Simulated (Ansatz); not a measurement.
## Electronic structure of C3H8ClNSi in real space

Input

```
crystal:
  periodic: [false, false, false]
  atoms:
    - { symbol: C, position_ang: [-0.2436, -1.9692, -0.4197] }
    - { symbol: C, position_ang: [0.3639, -0.8424, -0.0003] }
    - { symbol: "N", position_ang: [1.1425, -0.8817, 1.1022] }
    - { symbol: C, position_ang: [0.3922, 0.4726, -0.7818] }
    - { symbol: Si, position_ang: [-0.8437, 1.7658, -0.1535] }
    - { symbol: Cl, position_ang: [-0.2578, 2.3779, 1.7404] }
    - { symbol: H, position_ang: [-0.2039, -2.87, 0.0973] }
    - { symbol: H, position_ang: [-0.8619, -1.8871, -1.3367] }
    - { symbol: H, position_ang: [1.2643, 0.017, 1.6603] }
    - { symbol: H, position_ang: [0.9859, -1.6592, 1.7678] }
    - { symbol: H, position_ang: [1.322, 0.8793, -0.8107] }
    - { symbol: H, position_ang: [0.0584, 0.262, -1.8026] }
    - { symbol: H, position_ang: [-2.2957, 1.3108, -0.053] }
    - { symbol: H, position_ang: [-0.8357, 2.995, -0.981] }
basis:
  gaussian: { orbitals: def2-SVP }
hamiltonian:
  xc: b3lyp
  dispersion: d4
relax:
  f_tol: 0.015
  max_steps: 40
output:
  orbitals: {}
```

Launched as:

```sh
ansatz run input.yaml --threads 2 --pin off --max-ram 3072MiB --backend cpu --events-out ev --progress --plain --runs-dir out
```

The fields are those of the relaxed geometry.

Level of theory: Ansatz, RKS B3LYP-D4/def2-SVP.

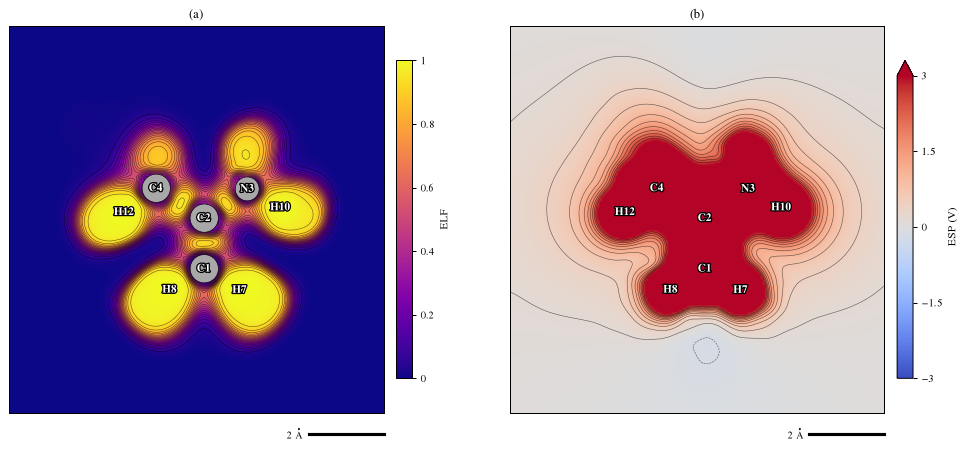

Figure 1. (a) electron localisation function; (b) molecular electrostatic potential on the plane of atoms C2, C1 and H8. Grey discs cover the atomic cores in the ELF map.

Read the bonding off the picture.

The section cuts through C, N and H sites.
C–C (1.35 Å): the ELF peaks at about 0.95 between the atoms; localised, covalent bonding.
C–N (1.39 Å): the ELF peaks at about 0.95 between the atoms (localised, covalent bonding).
N–H (1.01 Å): the ELF climbs to about 1 towards the hydrogen, as it does in any bond to H (a covalent bond by its length).
C–C (1.51 Å): the ELF peaks at about 0.95 between the atoms: a shared electron pair.
C–H (1.09 Å): the ELF climbs to about 1 towards the hydrogen (an ordinary covalent bond to hydrogen).
The potential has no marked negative region in this plane.

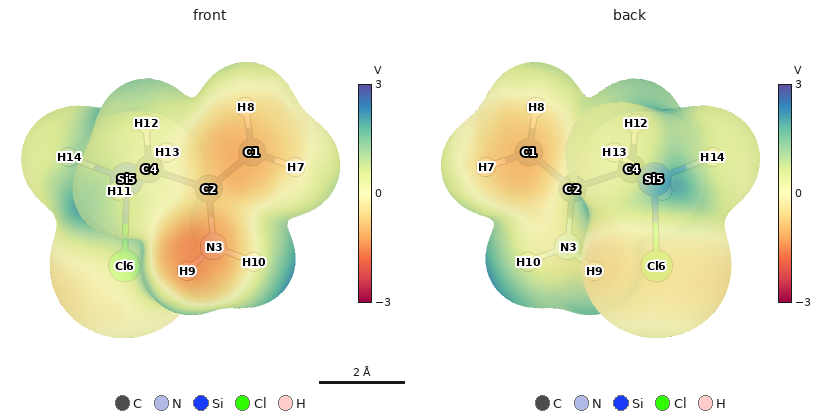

Figure 2. The molecular electrostatic potential painted on the density surface at 0.004 e/bohr³, seen from the front and from behind; the colour scale runs from red (negative) to blue (positive).

Where is the surface potential most negative and most positive?

The most negative region (about −1.5 V, or −35 kcal/mol for a unit charge) lies over N3, the most positive (about +2.5 V, or +58 kcal/mol for a unit charge) over Si5. N3 is the likeliest acceptor of a hydrogen bond.

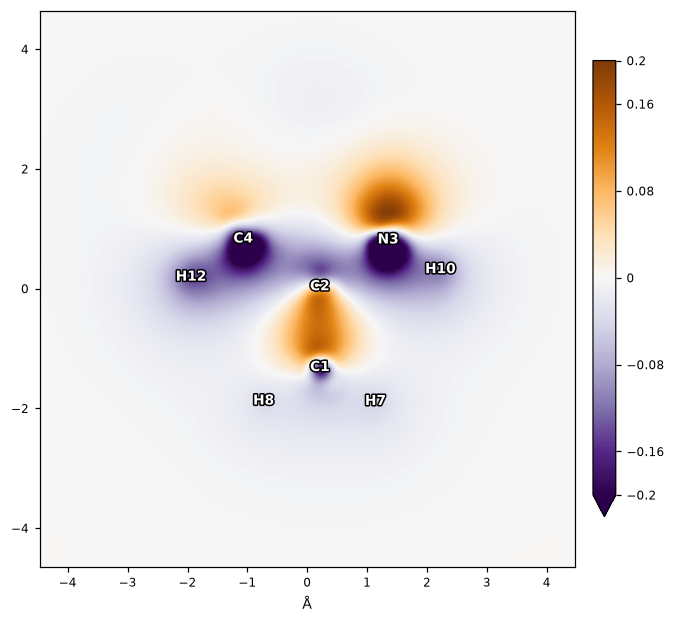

Figure 3. The HOMO−1 on the plane of atoms C2, C1 and H8 (values in Å⁻³ᐟ²; the overall sign is arbitrary).

Describe this orbital and give its energy.

Its weight (Hirshfeld) is mainly on N3 (about 25 %), Cl6 (about 20 %), C4 (about 20 %), Si5 (about 10 %) and C2 (about 10 %). Its energy is −8.24 eV.
